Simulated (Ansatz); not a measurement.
# U-wB97M-V/cc-pVTZ run of [CF2]+ (SMILES F[C+]F)

What is the vertical doublet–quartet gap of [CF2]+ at U-wB97M-V/cc-pVTZ? 

The results are computed with Ansatz 0.2.0.

1 further run of the same task is left out (set aside as unsound or not needed).

## Step 1: The molecule

[CF2]+ has 3 atoms, charge +1, and is taken as a doublet. As SMILES, `F[C+]F`. The coordinates come from a PBE0-D4/def2-TZVP relaxation.

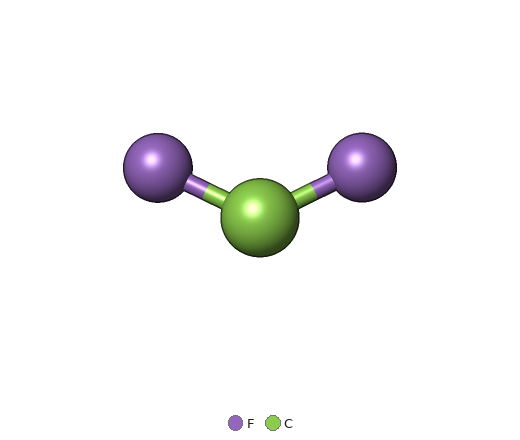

Viewed from a chosen angle; fluorine purple, carbon green.

## Step 2: The energy at U-wB97M-V/cc-pVTZ

The input, in.yaml:

```yaml
crystal:
  periodic: [false, false, false]
  atoms:
    - symbol: F
      position_ang: [0.379110, 0.972980, 0.316190]
    - symbol: C
      position_ang: [0.275710, -0.221360, 0.127270]
    - symbol: F
      position_ang: [-0.654830, -0.751620, -0.443470]
basis:
  gaussian:
    orbitals: cc-pVTZ
magnetization:
  spin_polarized: true
  initial_magnetization: 1
total_charge: 1
accuracy: high
hamiltonian:
  xc: {name: wB97M-V}
output:
  orbitals: {seedname: orbitals}
```

Launch:

```sh
$ ansatz run in.yaml --threads 1 --pin off --max-ram 3480MiB --events-out events.jsonl --progress --plain --runs-dir runs
```

Output:

```text
Warning: RAYON_NUM_THREADS=1 ignored (pool sized by the plan → 1); use --threads N
Functional definition: wB97M-V
  name "wB97M-V"
  parameter omega = 0.3/bohr
  parameter cx = 0.15
  parameter cx01 = 1.007
  parameter cx10 = 0.259
  parameter css00 = 0.443
  parameter css04 = -1.437
  parameter css10 = -4.535
  parameter css20 = -3.390
  parameter css43 = 4.278
  parameter cos00 = 1.000
  parameter cos10 = 1.358
  parameter cos20 = 2.924
  parameter cos21 = -8.812
  parameter cos60 = -1.390
  parameter cos61 = 9.142
  parameter b = 6.0
  parameter c = 0.01
  gx(w, u) = 1 - cx + cx01*u + cx10*w
  gss(w, u) = css00 + css04*u^4 + css10*w + css20*w^2 + css43*w^4*u^3
  gos(w, u) = cos00 + cos10*w + (cos20 + cos21*u)*w^2 + (cos60 + cos61*u)*w^6
  exchange = spin_sum(e_x_unif_sr(omega)*gx(b97_w, b97_u_x)) + cx*exact_x_sr(omega) + exact_x_lr(omega)
  correlation = spin_sum(e_c_pw_mod_same_spin*gss(b97_w, b97_u_same))
      + integral(e_c_pw_mod_opposite_spin*gos(b97_w_opposite, b97_u_opposite)) + vv10(b, c)
1443 factors; integrals over basis functions are off by at most 3.3e-9 eV
188 factors; integrals over basis functions are off by at most 1.6e-9 eV
mean field evaluation 1: about -6452.1235 eV, gradient 4.8e1 eV
mean field evaluation 2: about -6448.9362 eV, gradient 6.0e1 eV
mean field evaluation 4: about -6457.8418 eV, gradient 7.4e-1 eV
mean field evaluation 8: about -6457.9366 eV, gradient 7.2e-2 eV
mean field evaluation 16: about -6457.9367 eV, gradient 3.2e-4 eV
mean field -6457.93666093 eV, -237.3247949426 hartree, gradient 7.8e-8 eV, S^2 0.752345; 0 other end points of the search recorded, 0 dependent functions left out
reference -6457.93666293 eV, -237.3247950159 hartree; 12, 11 occupied and 78, 79 virtual orbitals, 1443 factors
Total energy: -6457.93666293 eV, -237.3247950159 hartree
```

It took 29 s on 1 thread of Arm Neoverse V1, shared host; peak memory 0.5 GiB.

## Step 3: The quartet

The input, job.yaml:

```yaml
crystal:
  periodic: [false, false, false]
  atoms:
    - {symbol: F, position_ang: [0.379110, 0.972980, 0.316190]}
    - {symbol: C, position_ang: [0.275710, -0.221360, 0.127270]}
    - {symbol: F, position_ang: [-0.654830, -0.751620, -0.443470]}
basis:
  gaussian: {orbitals: cc-pVTZ}
accuracy: high
total_charge: 1
magnetization: {spin_polarized: true, initial_magnetization: 3}
output: {orbitals: {seedname: orbitals}}
hamiltonian: {xc: {name: wB97M-V}}
```

Launch:

```sh
$ ansatz run job.yaml --threads 1 --pin off --max-ram 3480MiB --events-out events.jsonl --progress --plain --runs-dir runs
```

Output (excerpt; [...] marks lines left out):

```text
Warning: RAYON_NUM_THREADS=1 ignored (pool sized by the plan → 1); use --threads N
Functional definition: wB97M-V
  name "wB97M-V"
[...]
  gx(w, u) = 1 - cx + cx01*u + cx10*w
  gss(w, u) = css00 + css04*u^4 + css10*w + css20*w^2 + css43*w^4*u^3
  gos(w, u) = cos00 + cos10*w + (cos20 + cos21*u)*w^2 + (cos60 + cos61*u)*w^6
[...]
      + integral(e_c_pw_mod_opposite_spin*gos(b97_w_opposite, b97_u_opposite)) + vv10(b, c)
1443 factors; integrals over basis functions are off by at most 3.3e-9 eV
188 factors; integrals over basis functions are off by at most 1.6e-9 eV
[...]
mean field -6449.25353405 eV, -237.0056959154 hartree, gradient 1.8e-8 eV, S^2 3.757496; 1 other end points of the search recorded, 0 dependent functions left out
reference -6449.25353620 eV, -237.0056959944 hartree; 13, 10 occupied and 77, 80 virtual orbitals, 1443 factors
Total energy: -6449.25353620 eV, -237.0056959944 hartree
```

It took 63 s on 1 thread of Arm Neoverse V1, shared host; peak memory 0.51 GiB.

## Step 4: Results

Level: U-wB97M-V/cc-pVTZ.

| quantity | value |
| --- | --- |
| doublet: total energy | -237.32480 Eh |
| doublet: HOMO energy (highest over α and β) | -21.22 eV |
| doublet: LUMO energy (lowest over α and β) | -10.97 eV |
| doublet: ⟨S²⟩ | 0.752 |
| quartet: total energy | -237.00570 Eh |
| quartet: HOMO energy (highest over α and β) | -16.76 eV |
| quartet: ⟨S²⟩ | 3.757 |
| vertical energy of the quartet above the doublet | 8.683 eV |

**Reading.** At this shape the quartet lies 8.68 eV (200 kcal/mol) above the doublet.
